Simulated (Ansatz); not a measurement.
## SiClOF2: frequency calculation

The run: frequency calculation of SiClOF2, multiplicity 2. Method and program: HF/STO-3G, UHF (Ansatz 0.2.0).

The geometry was optimised with HF/STO-3G. Figures and captions count atoms from 1; the log counts them from 0 in places.

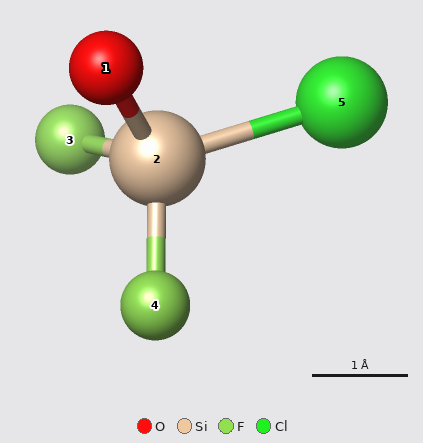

Fig. 1: The input geometry (ball-and-stick view, seen at a tilt; atoms are numbered from 1 in the order of the input).

## The input
```yaml
crystal:
  periodic: [false, false, false]
  atoms:
    - symbol: O
      position_ang: [-0.140450, -0.000213, 1.702415]
    - symbol: Si
      position_ang: [0.070079, -0.092042, 0.014498]
    - symbol: F
      position_ang: [-0.402591, -1.501754, -0.547671]
    - symbol: F
      position_ang: [1.596442, 0.100173, -0.385508]
    - symbol: Cl
      position_ang: [-1.073581, 1.420137, -0.825134]
basis:
  gaussian:
    orbitals: STO-3G
magnetization:
  spin_polarized: true
  initial_magnetization: 1
hamiltonian:
  xc: hf
phonons:
  temperatures: {t_min: 298.15, t_max: 298.15, t_step: 1}
```

Machine: 1 thread of Arm Neoverse V2, 112 GiB of memory available, shared host.

Command:
```bash
ansatz run job.yaml --threads 1 --pin off --max-ram 3480MiB --events-out events.jsonl --progress --plain --runs-dir runs
```

## The program's output
```
Functional definition: HF
  name "HF"
  exchange = exact_x
  correlation = 0
455 factors; integrals over basis functions are off by at most 5.8e-6 eV
mean field evaluation 1: about -27485.1846 eV, gradient 2.1e1 eV
mean field evaluation 2: about -27485.2365 eV, gradient 2.1e1 eV
mean field evaluation 4: about -27488.8801 eV, gradient 1.0e0 eV
mean field evaluation 8: about -27488.8977 eV, gradient 2.0e-2 eV
mean field evaluation 16: about -27488.8979 eV, gradient 1.7e-5 eV
mean field evaluation 32: about -27488.8868 eV, gradient 1.7e-1 eV
mean field evaluation 64: about -27488.8874 eV, gradient 1.5e-2 eV
mean field evaluation 96: about -27488.8978 eV, gradient 7.9e-3 eV
mean field -27488.89785165 eV, -1010.1983634040 hartree, gradient 5.1e-6 eV, S^2 0.755687; 3 other end points of the search recorded, 0 dependent functions left out
the calculation of the forces begins
reference -27488.89785165 eV, -1010.1983634040 hartree; 29, 28 occupied and 4, 5 virtual orbitals, 455 factors
these checks for a lower state are left out or cut short: stability, starts, cluster_reference, orbital_swaps, neighbouring_geometries, increment
455 factors; integrals over basis functions are off by at most 5.8e-6 eV
mean field -27488.89784593 eV, -1010.1983631939 hartree, gradient 1.6e-6 eV, S^2 0.755676; 0 other end points of the search recorded, 0 dependent functions left out
[... from here on the field's lines of each further geometry are left out, up to the last ...]
the calculation of the forces begins
reference -27488.89783465 eV, -1010.1983627794 hartree; 29, 28 occupied and 4, 5 virtual orbitals, 455 factors
these checks for a lower state are left out or cut short: stability, starts, cluster_reference, orbital_swaps, neighbouring_geometries, increment
455 factors; integrals over basis functions are off by at most 5.8e-6 eV
mean field -27488.89783457 eV, -1010.1983627764 hartree, gradient 5.0e-6 eV, S^2 0.755693; 0 other end points of the search recorded, 0 dependent functions left out
the calculation of the forces begins
reference -27488.89783457 eV, -1010.1983627764 hartree; 29, 28 occupied and 4, 5 virtual orbitals, 455 factors
WARN: phonons: modes at or below zero, which the zero-point energy, F, S and C_V leave out: 1, the lowest at -87.51 cm⁻¹. A minimum has none, and a first-order saddle one
Total energy: -27488.89785165 eV, -1010.1983634040 hartree
Atom 0 at    -0.140450    -0.000213     1.702415 Å, force     0.000037    -0.000028    -0.000225 eV/Å
Atom 1 at     0.070079    -0.092042     0.014498 Å, force    -0.000073     0.000065     0.000188 eV/Å
Atom 2 at    -0.402591    -1.501754    -0.547671 Å, force    -0.000029    -0.000029     0.000013 eV/Å
Atom 3 at     1.596442     0.100173    -0.385508 Å, force     0.000037     0.000025     0.000010 eV/Å
Atom 4 at    -1.073581     1.420137    -0.825134 Å, force     0.000028    -0.000033     0.000014 eV/Å
Dipole moment:     0.213713    -0.279971     0.131166 e Å
Vibrations: -87.51 214.58 304.44 319.03 342.02 607.83 867.44 1047.94 1051.81 cm⁻¹, zero-point energy 0.294777 eV
```

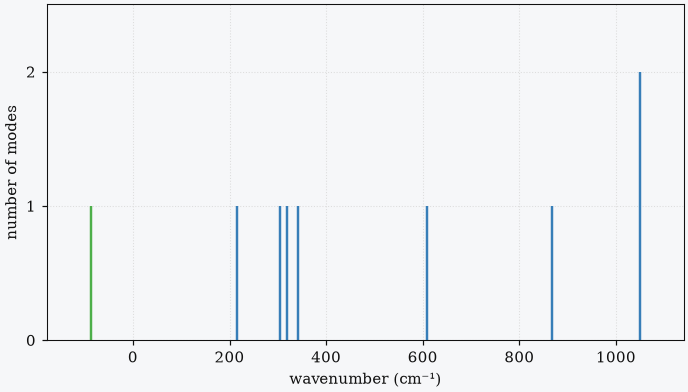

Fig. 2: Harmonic vibrational wavenumbers from the force constants; neighbouring modes closer than 5 cm⁻¹ are counted in one stick, and imaginary ones are drawn at negative wavenumbers. 9 modes from 88i to 1052 cm⁻¹, 1 imaginary beyond 8i (88i cm⁻¹): not a clean minimum; so soft a mode can be a shallow saddle, an incomplete relaxation or noise of the force constants.

## Summary

```csv
quantity,value
outcome,converged
total energy,−1010.198363 hartree
basis functions,33
largest force,0.000 eV/Å
⟨S²⟩,0.756
zero-point energy,0.010833 hartree
dipole moment,1.81 D
"wavenumbers, lowest and highest",88i and 1052 cm⁻¹
wall time,16 s
peak memory,0.1 GiB
```
